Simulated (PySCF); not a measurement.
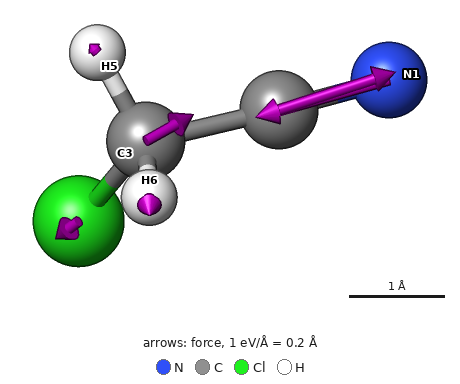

Starting geometry of C2H2ClN with the computed forces as purple arrows. A ball-and-stick model, seen from a free direction.

The start comes from MMFF94s. Its atoms were then displaced at random by about 0.03 Å.

These are results of PySCF, PBE0-D3(BJ)/def2-SVP geometry optimisation, gas phase, not measurements. 

> Is this structure relaxed? If not, where do the atoms go?

It isn't relaxed: the largest force vector, on the N atom, is 7.49 eV/Å. The final displacements follow the starting forces only in part (cosine between the two patterns 0.65). The largest move after the best rigid fit is that of the Cl atom, 0.076 Å. By element the largest moves are Cl 0.076 Å, C 0.070 Å, N 0.055 Å, H 0.033 Å. Near-neighbour distances that change, for instance: C–N 1.230 → 1.157 Å, C–Cl 1.710 → 1.780 Å, C–C 1.505 → 1.454 Å, C–H 1.055 → 1.099 Å. Bond angles that change, for instance: C–C–Cl 105.8° → 111.9°, N–C–C 175.6° → 179.6°, Cl–C–H 112.1° → 108.4°. After 6 geometry steps the energy has fallen by 11.4 kcal/mol. Cost: 6.4 s on 1 thread of Intel(R) Xeon(R) 6975P-C, with other jobs on the host.
